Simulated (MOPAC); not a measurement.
Frequency calculation, with input and output: CH3BrCl2Si (part 1 of 2)

System: CH3BrCl2Si, SMILES ClC(Cl)[SiH2]Br.
Method: PM6-D3H4, closed shell, dispersion D3H4, COSMO solvent methanol (MOPAC 23.2.5).

The geometry was optimised with PM6-D3H4.

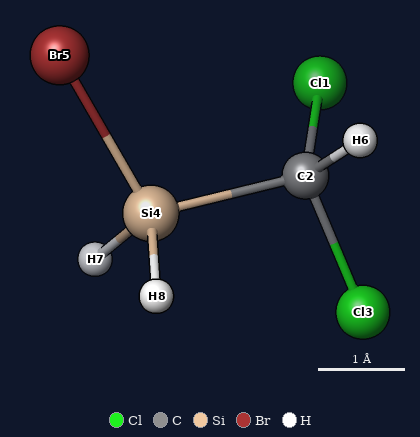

Fig. 1: The structure (ball-and-stick view, seen at a tilt; atoms are numbered from 1 in the order of the input). Bond lengths as drawn: Br–Si 2.24 Å, C–Cl 1.78 to 1.79 Å, C–H 1.12 Å, C–Si 1.91 Å and H–Si 1.47 Å.

**Input file (job.mop)**
```
THERMO(100,1000,300) ISOTOPE EPS=32.6 FORCE PM6-D3H4 THREADS=1 AUX(PRECISION=6)
frequencies of CH3BrCl2Si
ClC(Cl)[SiH2]Br
Cl     0.000000 +1     0.000000 +1     0.000000 +1
C      1.776729 +1     0.000000 +1     0.000000 +1
Cl     2.299798 +1     1.713007 +1     0.000000 +1
Si     2.566055 +1    -0.662038 +1    -1.603575 +1
Br     2.102351 +1    -2.841631 +1    -1.816451 +1
H      2.122562 +1    -0.471111 +1     0.960384 +1
H      1.998199 +1     0.092835 +1    -2.734001 +1
H      4.023932 +1    -0.498998 +1    -1.454941 +1
```

Hardware: 1 thread of Arm Neoverse N1, 54 GiB of memory available, shared host.

Command:
```bash
mopac job.mop
```

**The program's output**
```
MOPAC v23.2.5
PM6-D3H4 CALCULATION RESULTS

 *  PM6-D3H4   - CORRECT DISPERSION AND HYDROGEN BOND TERMS USING THE D3H4 METHOD
 *  EPS=32.6   - USE COSMO IMPLICIT SOLVATION MODEL
 *  FORCE      - FORCE CALCULATION SPECIFIED
 *  THREADS=1  - MULTI-THREADING NOT USED
 *  AUX        - OUTPUT AUXILIARY INFORMATION
 *  ISOTOPE    - SAVE THE FORCE MATRIX FOR USE LATER
 *  THERMO     - THERMODYNAMIC QUANTITIES TO BE CALCULATED
THERMO(100,1000,300) ISOTOPE EPS=32.6 FORCE PM6-D3H4 THREADS=1 AUX(PRECISION=6)
 frequencies of CH3BrCl2Si
 ClC(Cl)[SiH2]Br
   ATOM   CHEMICAL          X               Y               Z
  NUMBER   SYMBOL      (ANGSTROMS)     (ANGSTROMS)     (ANGSTROMS)

     1      Cl          0.00000000  *   0.00000000  *   0.00000000  *
     2       C          1.77672900  *   0.00000000  *   0.00000000  *
     3      Cl          2.29979800  *   1.71300700  *   0.00000000  *
     4      Si          2.56605500  *  -0.66203800  *  -1.60357500  *
     5      Br          2.10235100  *  -2.84163100  *  -1.81645100  *
     6       H          2.12256200  *  -0.47111100  *   0.96038400  *
     7       H          1.99819900  *   0.09283500  *  -2.73400100  *
     8       H          4.02393200  *  -0.49899800  *  -1.45494100  *

          CARTESIAN COORDINATES

    NO.       ATOM           X           Y           Z

     1        Cl          0.0000      0.0000      0.0000
     2         C          1.7767      0.0000      0.0000
     3        Cl          2.2998      1.7130      0.0000
     4        Si          2.5661     -0.6620     -1.6036
     5        Br          2.1024     -2.8416     -1.8165
     6         H          2.1226     -0.4711      0.9604
     7         H          1.9982      0.0928     -2.7340
     8         H          4.0239     -0.4990     -1.4549

           Empirical Formula: C H3 Cl2 Si Br  =     8 atoms

      MOLECULAR POINT GROUP   :   C1

      RHF CALCULATION, NO. OF DOUBLY OCCUPIED LEVELS = 16

          HEAT OF FORMATION =     -44.819962 KCALS/MOLE

          CARTESIAN COORDINATE DERIVATIVES

   NUMBER  ATOM         X            Y            Z

     1      Cl      0.001794    -0.227070    -0.253794
     2       C     -0.001775     0.239883     0.397261
     3      Cl      0.008554     0.002426    -0.138040
     4      Si     -0.014713     0.011374    -0.011162
     5      Br      0.003548     0.003728     0.003081
     6       H      0.003473    -0.014821    -0.007620
     7       H     -0.005264    -0.010610     0.001848
     8       H      0.004384    -0.004910     0.008424

 DIPOLE           X         Y         Z       TOTAL
 POINT-CHG.     3.230     0.836    -1.080     3.507
 HYBRID        -1.097    -0.433     1.029     1.565
 SUM            2.133     0.403    -0.051     2.171

          GRADIENT NORM =   0.59290

          TIME FOR SCF CALCULATION =    0.03

          TIME FOR DERIVATIVES     =    0.01

          MOLECULAR WEIGHT =  193.93

          ROTATIONAL CONSTANTS IN CM(-1)

          A =    0.09657524   B =    0.02310738   C =    0.01923842

           PRINCIPAL MOMENTS OF INERTIA IN UNITS OF 10**(-40)*GRAM-CM**2

          A =      289.8543   B =     1211.4206   C =     1455.0446

          ORIENTATION OF MOLECULE IN FORCE CALCULATION

    NO.       ATOM         X         Y         Z

     1         Cl      -1.8106    0.9581    0.9974
     2          C      -0.0339    0.9581    0.9974
     3         Cl       0.4892    2.6711    0.9974
     4         Si       0.7554    0.2961   -0.6061
     5         Br       0.2917   -1.8835   -0.8190
     6          H       0.3119    0.4870    1.9578
     7          H       0.1876    1.0509   -1.7366
     8          H       2.2133    0.4591   -0.4575

    FIRST DERIVATIVES WILL BE USED IN THE CALCULATION OF SECOND DERIVATIVES

          ESTIMATED TIME TO COMPLETE CALCULATION =        1.69 SECONDS

    FOR POINT-GROUP C1   THERE ARE   1 UNIQUE SYMMETRY FUNCTIONS.

 STEP:   1 TIME =     0.03 SECS, INTEGRAL =      0.03 TIME LEFT: 172799.93
 STEP:   2 TIME =     0.04 SECS, INTEGRAL =      0.07 TIME LEFT: 172799.90
 STEP:   3 TIME =     0.03 SECS, INTEGRAL =      0.10 TIME LEFT: 172799.87
 STEP:   4 TIME =     0.03 SECS, INTEGRAL =      0.13 TIME LEFT: 172799.84
 STEP:   5 TIME =     0.03 SECS, INTEGRAL =      0.16 TIME LEFT: 172799.80
 STEP:   6 TIME =     0.04 SECS, INTEGRAL =      0.20 TIME LEFT: 172799.77
 STEP:   7 TIME =     0.03 SECS, INTEGRAL =      0.23 TIME LEFT: 172799.74
 STEP:   8 TIME =     0.03 SECS, INTEGRAL =      0.26 TIME LEFT: 172799.71
 STEP:   9 TIME =     0.03 SECS, INTEGRAL =      0.29 TIME LEFT: 172799.68
 STEP:  10 TIME =     0.03 SECS, INTEGRAL =      0.32 TIME LEFT: 172799.64
 STEP:  11 TIME =     0.04 SECS, INTEGRAL =      0.36 TIME LEFT: 172799.61
 STEP:  12 TIME =     0.03 SECS, INTEGRAL =      0.39 TIME LEFT: 172799.58
 STEP:  13 TIME =     0.03 SECS, INTEGRAL =      0.42 TIME LEFT: 172799.55
 STEP:  14 TIME =     0.03 SECS, INTEGRAL =      0.45 TIME LEFT: 172799.52
 STEP:  15 TIME =     0.03 SECS, INTEGRAL =      0.48 TIME LEFT: 172799.48
 STEP:  16 TIME =     0.03 SECS, INTEGRAL =      0.51 TIME LEFT: 172799.45
 STEP:  17 TIME =     0.03 SECS, INTEGRAL =      0.54 TIME LEFT: 172799.42
 STEP:  18 TIME =     0.03 SECS, INTEGRAL =      0.57 TIME LEFT: 172799.39
 STEP:  19 TIME =     0.03 SECS, INTEGRAL =      0.61 TIME LEFT: 172799.36
 STEP:  20 TIME =     0.03 SECS, INTEGRAL =      0.63 TIME LEFT: 172799.33
 STEP:  21 TIME =     0.03 SECS, INTEGRAL =      0.66 TIME LEFT: 172799.30
 STEP:  22 TIME =     0.03 SECS, INTEGRAL =      0.70 TIME LEFT: 172799.27
 STEP:  23 TIME =     0.03 SECS, INTEGRAL =      0.73 TIME LEFT: 172799.24
 STEP:  24 TIME =     0.03 SECS, INTEGRAL =      0.75 TIME LEFT: 172799.21

(To convert to Hartree/Bohr^2, multiply by (10^(-21) x N x a0^2)/(4.184 x 627.51) =  0.0642)

           FORCE MATRIX IN MILLIDYNES/ANGSTROM

                 Cl  1       C  2      Cl  3      Si  4      Br  5       H  6
 ------------------------------------------------------------------------------
    Cl    1   3.663053
     C    2   2.358554   7.245318
    Cl    3   0.885466   2.222287   3.507851
    Si    4   0.293466   2.501314   0.303461   6.498513
    Br    5   0.051920   0.085853   0.064619   0.965738   1.325227
     H    6   0.622330   3.257254   0.601216   0.390418   0.017570   3.904210
     H    7   0.021205   0.182103   0.029156   2.512350   0.157877   0.026976
     H    8   0.074536   0.107629   0.030556   2.538198   0.167931   0.014388

                  H  7       H  8
 ------------------------------
     H    7   2.584732
     H    8   0.169227   2.610316

          HEAT OF FORMATION =     -44.819962 KCALS/MOLE

          ZERO POINT ENERGY      21.355 KCAL/MOL

           NORMAL COORDINATE ANALYSIS (Total motion = 1 Angstrom)

   Root No.       1         2         3         4         5         6         7         8

                 1 A       2 A       3 A       4 A       5 A       6 A       7 A       8 A

                  49.2      72.3     120.6     171.1     289.8     317.2     489.7     587.2

           1    0.0275   -0.0814    0.0554   -0.0297   -0.0918    0.0206    0.0335   -0.0348
           2   -0.0623    0.1029    0.0691    0.0433   -0.0945    0.0289    0.0013    0.0006
           3    0.0110    0.0910    0.0075    0.0602    0.0146   -0.0064   -0.0043    0.0004
           4    0.0274   -0.0884    0.0652   -0.0309   -0.0863    0.0110   -0.0075    0.0440
           5    0.0122   -0.0124    0.1351   -0.0123    0.1142   -0.0482    0.0043   -0.0281
           6    0.0310    0.0642    0.0085   -0.1162   -0.0643    0.0798   -0.0135    0.0711
           7   -0.0431    0.0264   -0.0716   -0.0371    0.1186   -0.0330   -0.0072    0.0044
           8    0.0343   -0.0368    0.1700   -0.0123    0.0684   -0.0328   -0.0131    0.0181
           9   -0.0596   -0.0916    0.0957    0.0264    0.0130   -0.0159   -0.0026   -0.0005
          10    0.1061   -0.0182   -0.0281    0.0895    0.0106    0.0618   -0.0541    0.0072
          11   -0.0223   -0.0260   -0.0614   -0.0117    0.0681    0.1999    0.0243   -0.0132
          12    0.0843    0.1049    0.0309   -0.0709    0.0022    0.0001    0.0010   -0.0413
          13   -0.0395    0.0453    0.0070   -0.0017   -0.0040   -0.0174    0.0043    0.0032
          14    0.0185   -0.0185   -0.1042   -0.0057   -0.0310   -0.0657   -0.0028   -0.0002
          15   -0.0167   -0.0510   -0.0581    0.0068   -0.0032   -0.0029    0.0024    0.0022
          16    0.0343   -0.1055    0.0817    0.0216   -0.0605   -0.0167    0.0438   -0.0352
          17    0.0775    0.0399    0.1402   -0.0931    0.0870   -0.0310   -0.0376    0.0507
          18    0.0610    0.0950    0.0083   -0.1663   -0.0773    0.0900   -0.0460    0.1207
          19    0.2540    0.0445   -0.0396    0.2584    0.1615   -0.0874    0.3458    0.0737
          20    0.0358   -0.0008   -0.0973   -0.0121    0.0388    0.1877    0.1800    0.3065
          21    0.0481    0.0882    0.0116   -0.1509   -0.0890    0.0659   -0.0865    0.1401
          22    0.1053   -0.0280   -0.0211    0.0799    0.0028    0.0702   -0.0553    0.0529
          23   -0.1178   -0.0250   -0.0884   -0.0665   -0.0083    0.1972   -0.2316   -0.3011
          24    0.2030    0.1979   -0.0041    0.0891    0.1529   -0.0945    0.3173   -0.1244

   Root No.       9        10        11        12        13        14        15        16

                 9 A      10 A      11 A      12 A      13 A      14 A      15 A      16 A

                 666.5     709.4     764.2     825.2     880.4    1040.3    1127.0    2101.0

           1   -0.0149   -0.0333   -0.0130   -0.0451   -0.0048    0.0038   -0.0106   -0.0001
           2    0.0007   -0.0003    0.0001    0.0027    0.0006    0.0006    0.0047   -0.0000
           3   -0.0024    0.0003   -0.0002   -0.0026   -0.0007    0.0077   -0.0082    0.0000
           4    0.0316    0.1319    0.0596    0.1497    0.0123    0.0472   -0.0427    0.0002
           5   -0.0536    0.2096    0.0296   -0.0855   -0.0189   -0.0510   -0.0251   -0.0006
           6    0.0830    0.0476   -0.0267   -0.0737   -0.0098   -0.1060    0.0079   -0.0007
           7    0.0057   -0.0187   -0.0020    0.0033    0.0015   -0.0020    0.0014    0.0001
           8    0.0205   -0.0744   -0.0096    0.0183    0.0051   -0.0079   -0.0104    0.0001
           9   -0.0006   -0.0011   -0.0002   -0.0029   -0.0004    0.0088    0.0070    0.0001
          10   -0.0004    0.0001    0.0007   -0.0170   -0.0151   -0.0106    0.0032   -0.0169
          11   -0.0057    0.0096   -0.0176    0.0284   -0.0080    0.0121    0.0005   -0.0090
          12   -0.0352   -0.0056   -0.0075    0.0452    0.0236    0.0123   -0.0009    0.0079
          13   -0.0013    0.0009   -0.0015    0.0005   -0.0003    0.0000   -0.0000   -0.0000
          14    0.0003    0.0008   -0.0024    0.0005   -0.0014   -0.0001    0.0001   -0.0001
          15   -0.0005   -0.0013    0.0010   -0.0004   -0.0003    0.0000   -0.0000    0.0000
          16   -0.0143    0.0324    0.0450    0.2001    0.0325   -0.3458    0.7484    0.0011
          17    0.0234    0.1257    0.0101   -0.2162   -0.0377    0.5779    0.4924   -0.0016
          18    0.1196    0.0466   -0.0323   -0.1585   -0.0245    0.3656   -0.0200    0.0030
          19    0.1326    0.1228   -0.0592   -0.0858    0.3926    0.0256   -0.0078   -0.1344
          20   -0.2209   -0.2207    0.3042   -0.1523    0.1258   -0.0258   -0.0032    0.1853
          21   -0.2411   -0.2192    0.2353   -0.0359   -0.0856   -0.0310    0.0027   -0.2821
          22   -0.0600    0.0258   -0.0703    0.0076   -0.0108   -0.0092    0.0059    0.6033
          23    0.2273   -0.1008    0.3463   -0.1751    0.2702   -0.0148   -0.0095    0.0746
          24    0.2558   -0.1115    0.2587    0.0352   -0.3695    0.0048   -0.0093    0.0622

   Root No.      17        18

                17 A      18 A

                2122.2    2605.0

           1    0.0001   -0.0014
           2   -0.0000    0.0002
           3   -0.0001   -0.0006
           4   -0.0004   -0.0214
           5    0.0002    0.0293
           6    0.0002   -0.0573
           7    0.0000    0.0002
           8   -0.0000    0.0013
           9   -0.0001   -0.0006
          10   -0.0206    0.0006
          11    0.0095   -0.0004
          12   -0.0178   -0.0023
          13   -0.0001    0.0000
          14    0.0000    0.0000
          15   -0.0001    0.0000
          16   -0.0026    0.2836
          17    0.0026   -0.3932
          18   -0.0016    0.7794
          19    0.2282   -0.0005
          20   -0.3133   -0.0007
          21    0.4705    0.0060
          22    0.3522   -0.0021
          23    0.0451    0.0014
          24    0.0347    0.0012

           MASS-WEIGHTED COORDINATE ANALYSIS (NORMAL COORDINATES)

   Root No.       1         2         3         4         5         6         7         8

                 1 A       2 A       3 A       4 A       5 A       6 A       7 A       8 A

                  49.2      72.3     120.6     171.1     289.8     317.2     489.7     587.2

           1    0.1450   -0.3248    0.1783   -0.1765   -0.3988    0.0878    0.2888   -0.3083
           2   -0.3287    0.4105    0.2223    0.2575   -0.4107    0.1234    0.0110    0.0052
           3    0.0582    0.3628    0.0241    0.3579    0.0634   -0.0274   -0.0372    0.0036
           4    0.0842   -0.2052    0.1222   -0.1069   -0.2183    0.0272   -0.0377    0.2269
           5    0.0373   -0.0288    0.2530   -0.0427    0.2888   -0.1198    0.0218   -0.1446
           6    0.0950    0.1491    0.0158   -0.4020   -0.1626    0.1983   -0.0678    0.3662
           7   -0.2275    0.1051   -0.2304   -0.2203    0.5152   -0.1408   -0.0619    0.0390
           8    0.1808   -0.1466    0.5469   -0.0729    0.2970   -0.1401   -0.1129    0.1605
           9   -0.3145   -0.3654    0.3078    0.1569    0.0563   -0.0679   -0.0227   -0.0048
          10    0.4981   -0.0647   -0.0805    0.4734    0.0412    0.2347   -0.4149    0.0570
          11   -0.1046   -0.0925   -0.1758   -0.0616    0.2633    0.7590    0.1861   -0.1041
          12    0.3955    0.3724    0.0884   -0.3752    0.0086    0.0005    0.0076   -0.3250
          13   -0.3123    0.2709    0.0338   -0.0154   -0.0258   -0.1116    0.0550    0.0423
          14    0.1465   -0.1109   -0.5035   -0.0505   -0.2020   -0.4210   -0.0363   -0.0020
          15   -0.1318   -0.3056   -0.2806    0.0611   -0.0207   -0.0186    0.0315    0.0287
          16    0.0305   -0.0709    0.0443    0.0217   -0.0443   -0.0120    0.0637   -0.0526
          17    0.0689    0.0268    0.0761   -0.0933    0.0637   -0.0223   -0.0547    0.0757
          18    0.0543    0.0639    0.0045   -0.1667   -0.0566    0.0648   -0.0668    0.1801
          19    0.2259    0.0300   -0.0215    0.2589    0.1183   -0.0629    0.5021    0.1100
          20    0.0318   -0.0006   -0.0528   -0.0121    0.0284    0.1351    0.2614    0.4575
          21    0.0428    0.0593    0.0063   -0.1513   -0.0652    0.0474   -0.1255    0.2091
          22    0.0936   -0.0188   -0.0114    0.0801    0.0020    0.0505   -0.0802    0.0790
          23   -0.1047   -0.0168   -0.0480   -0.0666   -0.0061    0.1419   -0.3362   -0.4494
          24    0.1805    0.1331   -0.0022    0.0893    0.1120   -0.0680    0.4606   -0.1858

   Root No.       9        10        11        12        13        14        15        16

                 9 A      10 A      11 A      12 A      13 A      14 A      15 A      16 A

                 666.5     709.4     764.2     825.2     880.4    1040.3    1127.0    2101.0
```
